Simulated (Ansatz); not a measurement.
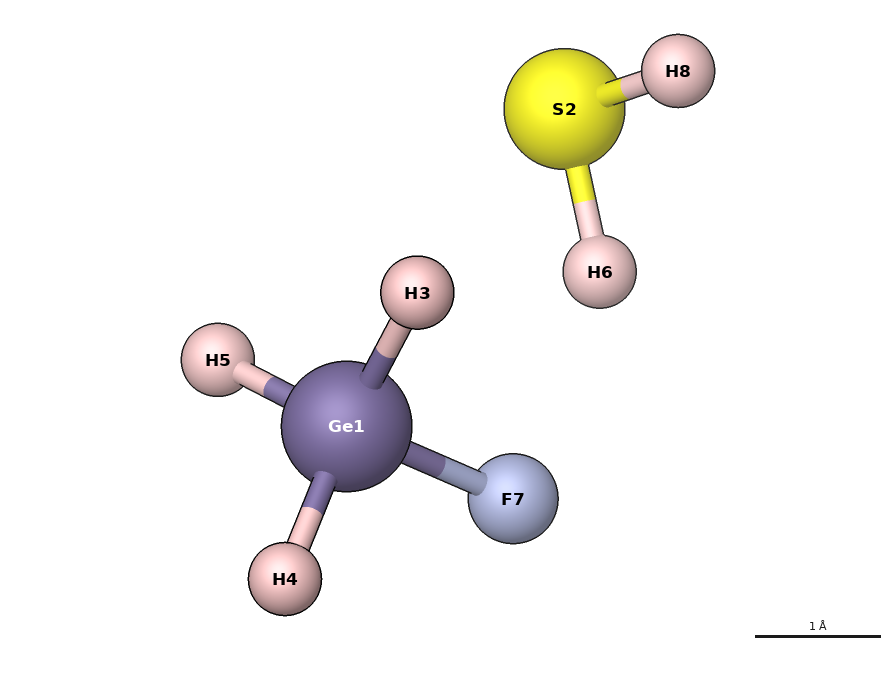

Computed geometry: PBE0-D4/def2-TZVP optimisation.

Which hydrogen bonds does the structure hold? Count O, N, F, S and Cl donors.

```
   D–H···A  D–H (Å)  H···A (Å)  angle (°)            kind
S2–H6···F7     1.34       2.30        138  intermolecular
```
